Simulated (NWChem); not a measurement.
# UCAM-B3LYP/jorge-DZP run of C2H5O (ethoxy radical)

What is the electronic atomisation energy of C2H5O (ethoxy radical) at UCAM-B3LYP/jorge-DZP? 

Program for the calculation: NWChem 7.3.0.

3 further runs of the same task are left out: 3 set aside as unsound or not needed.

### 1 The structure to begin with

C2H5O has 8 atoms, charge 0, and is taken as a doublet. As SMILES, `CC[O]`. Geometry: relaxed at PBE0-D4/def2-TZVP.

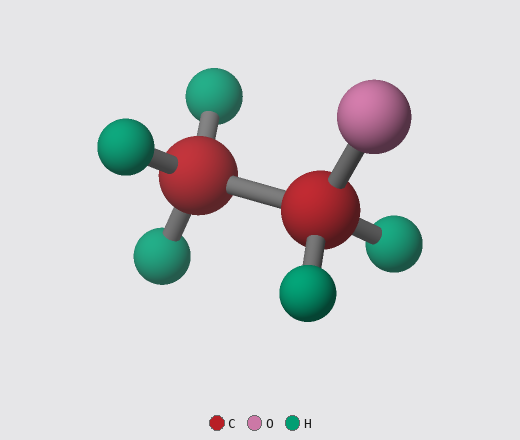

Viewed from a chosen angle; carbon red, oxygen pink, hydrogen teal.

### 2 The energy at UCAM-B3LYP/jorge-DZP (run 1)

c2h5o.nw reads:

```
start c2h5o
title "C2H5O"
memory total 2200 mb
geometry units au noautosym nocenter noautoz
   C     -0.84810908     1.12268629    -0.49983256
   C      0.74228442    -1.05938047     0.45315632
   O      3.16812585    -0.49775386     1.05824663
   H     -2.76788185     0.49756489    -0.93579238
   H     -0.02059801     1.92468606    -2.21097957
   H     -0.95582347     2.61197945     0.92350916
   H      0.79784237    -2.63560103    -0.92407607
   H     -0.11584021    -1.96399236     2.13557949
end
basis spherical bse
   * library jorge-DZP
end
dft
   xc xcamb88 1.00 lyp 0.81 vwn_5 0.19 hfexch 1.00
   cam 0.33 cam_alpha 0.19 cam_beta 0.46
   mult 2
   grid fine
   convergence energy 1e-08
   direct
   maxiter 100
   mulliken
   noprint "final vectors analysis"
end
task dft energy
```

Started as:

```console
$ nwchem c2h5o.nw > c2h5o.out
```

The log of the run:

```text
[...]
          Wavefunction type:  spin polarized.
          No. of atoms     :     8
          No. of electrons :    25
[...]
          Charge           :     0
          Spin multiplicity:     2
[...]
          AO basis - number of functions:    70
[...]
              XC Information
              --------------
                     Hartree-Fock (Exact) Exchange  1.000
                   CAM-Becke88 Exchange Functional  1.000
                      VWN V Correlation Functional  0.190 local
              Lee-Yang-Parr Correlation Functional  0.810
[...]
 d= 0,ls=0.0,diis     1   -154.2031231278 -2.29D+02  8.40D-03  1.52D-01     5.8
[...]
 d= 0,ls=0.0,diis    11   -154.3152260826 -8.69D-09  6.00D-07  1.10D-09    53.5
[...]
         Total DFT energy =     -154.315226082573
      One electron energy =     -356.349556568401
           Coulomb energy =      148.714022512147
    Exchange-Corr. energy =      -21.191834657338
 Nuclear repulsion energy =       74.512142631018
[...]
      Total Density - Mulliken Population Analysis
     ---------------------------------------------
    Atom       Charge   Shell Charges
 -----------   ------   -------------------------------------------------------
    1 C    6     6.14   0.93  1.05  0.69  0.39  2.57  0.47  0.04
    2 C    6     5.99   0.93  1.05  0.71  0.36  2.47  0.36  0.10
    3 O    8     8.19   0.95  1.03  0.88  0.98  3.28  1.07  0.01
    4 H    1     0.96   0.73  0.20  0.02
    5 H    1     0.93   0.73  0.18  0.02
    6 H    1     0.93   0.73  0.18  0.02
    7 H    1     0.93   0.72  0.19  0.02
    8 H    1     0.93   0.72  0.19  0.02
[...]
      <S2> =      0.7537 (Exact =     0.7500)
[...]
```

Wall time 54 s (1 thread of Intel Xeon Platinum 8488C (Sapphire Rapids), shared host); peak memory 0.11 GiB.

### 3 The C atom (run 2)

c.nw reads:

```
start c
title "C CAM-B3LYP"
memory stack 880 mb heap 220 mb global 1100 mb

geometry noautosym nocenter noautoz
   C      0.000000     0.000000     0.000000
end

basis spherical bse
   * library jorge-DZP
end

dft
   xc xcamb88 1.00 lyp 0.81 vwn_5 0.19 hfexch 1.00
   cam 0.33 cam_alpha 0.19 cam_beta 0.46
   mult 3
   grid fine
   convergence energy 1e-08
   direct
   maxiter 100
   mulliken
   noprint "final vectors analysis"
end

task dft energy
```

Started as:

```console
$ nwchem c.nw > c.out
```

The log of the run:

```text
[...]
          Wavefunction type:  spin polarized.
          No. of atoms     :     1
          No. of electrons :     6
[...]
          Charge           :     0
          Spin multiplicity:     3
[...]
          AO basis - number of functions:    15
[...]
              XC Information
              --------------
                     Hartree-Fock (Exact) Exchange  1.000
                   CAM-Becke88 Exchange Functional  1.000
                      VWN V Correlation Functional  0.190 local
              Lee-Yang-Parr Correlation Functional  0.810
[...]
 d= 0,ls=0.0,diis     1    -37.7935088133 -3.78D+01  2.72D-02  7.01D-02     0.1
[...]
 d= 0,ls=0.0,diis     7    -37.8321131095 -2.10D-10  1.72D-08  5.14D-14     0.3
[...]
         Total DFT energy =      -37.832113109506
      One electron energy =      -50.473152508844
           Coulomb energy =       17.855931953224
    Exchange-Corr. energy =       -5.214892553886
 Nuclear repulsion energy =        0.000000000000
[...]
      Total Density - Mulliken Population Analysis
     ---------------------------------------------
    Atom       Charge   Shell Charges
 -----------   ------   -------------------------------------------------------
    1 C    6     6.00   0.94  1.04  0.94  1.09  1.48  0.52  0.00
     --------------------------------------------
      Spin Density - Mulliken Population Analysis
     --------------------------------------------
    Atom       Charge   Shell Charges
 -----------   ------   -------------------------------------------------------
    1 C    6     2.00  -0.00 -0.00  0.05 -0.05  1.48  0.52 -0.00
[...]
      <S2> =      2.0022 (Exact =     2.0000)
[...]
```

It took 0.95 s on 1 thread of Intel Xeon Platinum 8488C (Sapphire Rapids), shared host; peak memory 0.1 GiB.

Run 3 isn't shown in full; the table further down has it.

### 4 The O atom at the same level (run 4)

job.nw reads:

```
start job
title "O"
memory stack 880 mb heap 220 mb global 1100 mb

geometry units angstrom noautosym nocenter noautoz
 O      0.000000     0.000000     0.000000
end

basis spherical bse
 * library jorge-DZP
end

dft
 xc xcamb88 1.00 lyp 0.81 vwn_5 0.19 hfexch 1.00
 cam 0.33 cam_alpha 0.19 cam_beta 0.46
 mult 3
 grid fine
 convergence energy 1e-08
 direct
 iterations 100
 mulliken
 noprint "final vectors analysis"
end

task dft
```

Run the same way, it converges to -75.05969 Eh (log not shown).

### 5 Overview of the runs

```
run  partner  energy (Eh)   ⟨S²⟩  wall time
  1     base  -154.315226  0.754       54 s
  2    atoms   -37.832113  2.002     0.95 s
  3    atoms    -0.498204  0.750     0.81 s
  4    atoms   -75.059686  2.002     0.99 s
```

### 6 Results

At UCAM-B3LYP/jorge-DZP:

| quantity | value |
| --- | --- |
| O atom: total energy | -75.05969 Eh |
| O atom: ⟨S²⟩ | 2.002 |
| electronic atomisation energy | 29.941 eV |

In words: Taking the molecule apart into free atoms costs 29.94 eV (2889 kJ/mol), before zero-point energy and without spin-orbit coupling. All runs together took 57 s, the longest 54 s.
